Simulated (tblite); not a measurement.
Frequency calculation, with input and output: C3H6Cl2F2Si2

C3H6Cl2F2Si2, computed with GFN2-xTB harmonic vibrations, gas phase (tblite 0.8.0).

It belongs to a series of runs on one base structure; here: C replaced by Si.

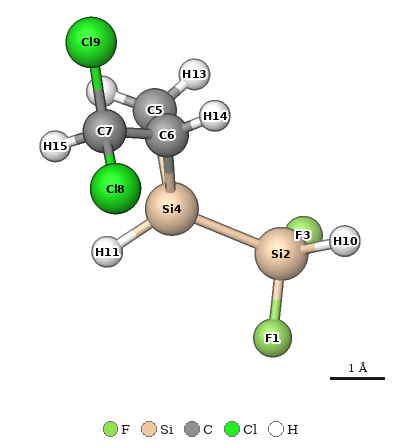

**Figure 1.** The structure (ball-and-stick view, seen at a tilt; atoms are numbered from 1 in the order of the input). Bond lengths as drawn: C–C 1.48 to 1.53 Å, C–Cl 1.78 to 1.80 Å, C–H 1.08 to 1.09 Å, C–Si 1.89 to 1.91 Å, F–Si 1.60 Å, H–Si 1.45 to 1.46 Å and Si–Si 2.28 Å.

### Input
```
{"job": {"kind": "ir", "xc": "GFN2-xTB", "basis": "xTB"}, "charge": 0, "multiplicity": 1}
F      3.758987    -0.319624     0.515164
Si     2.614395     0.741004     0.168383
F      3.241137     1.429767    -1.132519
Si     0.759207    -0.458517    -0.393774
C     -0.718103     0.396694    -1.204686
C     -0.910041     0.151006     0.293154
C     -1.951853    -0.832310     0.668613
Cl    -1.680039    -1.451302     2.317417
Cl    -3.599354    -0.109994     0.605781
H      2.667560     1.754476     1.200626
H      0.789064    -1.904550    -0.615766
H     -1.375174    -0.168847    -1.849314
H     -0.674741     1.433281    -1.507093
H     -0.950656     1.042758     0.908538
H     -1.974803    -1.695851     0.003566
```

The first line tells a small driver script what to run in tblite; the rest is the geometry in Å.

Run on 1 CPU thread, shared host.

Launched with:
```bash
OMP_NUM_THREADS=1 python <driver script> task.json out
```

### Log
```
mode    cm-1     km/mol
  1      11.3      2.41
  2      39.4      1.85
  3      47.3      0.85
  4      75.7      5.77
  5     115.7      1.85
  6     148.4      3.09
  7     180.1     16.39
  8     213.2     13.32
  9     252.7     26.08
 10     261.6      5.71
 11     312.7     10.51
 12     369.7      5.76
 13     458.9     23.31
 14     483.1     28.11
 15     593.7    345.51
 16     633.7     67.48
 17     635.5      2.54
 18     663.1    164.69
 19     698.2      4.86
 20     702.1      2.69
 21     738.1     42.46
 22     745.2     22.83
 23     838.3    219.32
 24     862.7    201.45
 25     914.9     14.51
 26     965.2     16.73
 27    1047.3     14.00
 28    1093.8     14.98
 29    1145.9     72.31
 30    1166.1     51.37
 31    1191.6      7.62
 32    1306.7     57.31
 33    1433.1      3.88
 34    2259.3    209.03
 35    2376.1    187.77
 36    2955.4      1.68
 37    3027.2     11.54
 38    3068.0      3.15
 39    3080.5     13.43
```

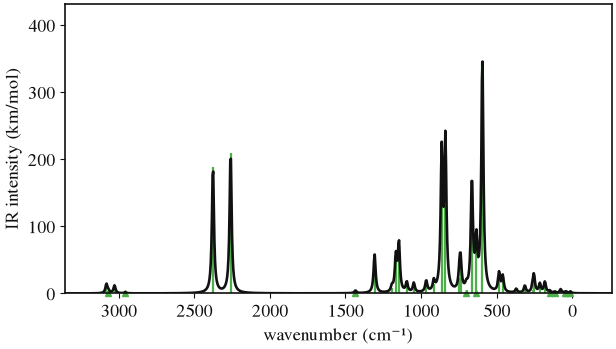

**Figure 2.** Harmonic infrared spectrum, unscaled: sticks (degenerate modes added up, dark ones marked on the axis) with a Lorentzian envelope of 16 cm⁻¹ full width, scaled to the tallest stick. 39 modes from 11 to 3080 cm⁻¹, none imaginary. The strongest line is at 594 cm⁻¹ (346 km/mol).

### Key numbers

```json
{"quantity": "outcome", "value": "converged"}
{"quantity": "total energy", "value": "−859.5388 eV"}
{"quantity": "zero-point energy", "value": "53.0530 kcal/mol"}
{"quantity": "wall time", "value": "2.1 s"}
{"quantity": "peak memory", "value": "0.18 GiB"}
```
